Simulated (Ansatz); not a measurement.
# What S → Se does to TaS2

Consider TaS₂ in the CdI2 type structure (space group P-3m1, No. 164; a = 3.275 Å, c = 5.588 Å; layered, stacked along the Cartesian z axis).

One thing is altered: every S is replaced by Se; the structure is relaxed again.

All numbers come from PBEsol-D3(BJ), PAW, 420 eV (Ansatz, a program for electronic structure; no spin-orbit coupling). k-mesh 16×16×8 (Γ-centred); smearing 0.05 eV (Fermi–Dirac), for the changed cell.

```csv
quantity,base,changed,shift
density,7.84 g/cm³,9.56 g/cm³,+1.72 g/cm³
c/a ratio,1.706,1.761,+0.0542
space group,P-3m1 (No. 164),P-3m1 (No. 164),–
shortest interatomic distance,244.5 pm,256.8 pm,+12.3 pm
band gap,zero,zero,–
```

Final structure:

```xyz
3
Lattice="3.3800 0.0000 0.0000 -1.6900 2.9272 0.0000 0.0000 0.0000 5.9506" Properties=species:S:1:pos:R:3 pbc="T T T"
Ta     0.0000     0.0000     0.0000
Se     0.0000     1.9514     1.6693
Se     1.6900     0.9757     4.2814
```

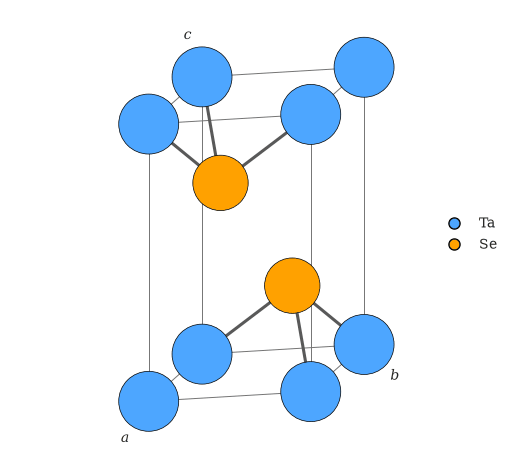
Figure: The relaxed conventional cell after the change

Cost of the whole job for the changed cell (relaxation, final SCF and bands): around 80 core-seconds (rough).

Stability against distortions was not tested. For TaSe2 in this form, whether it has been made was not checked. All final runs are without spin polarisation. An odd electron count without spin: TaSe2 and TaS2.
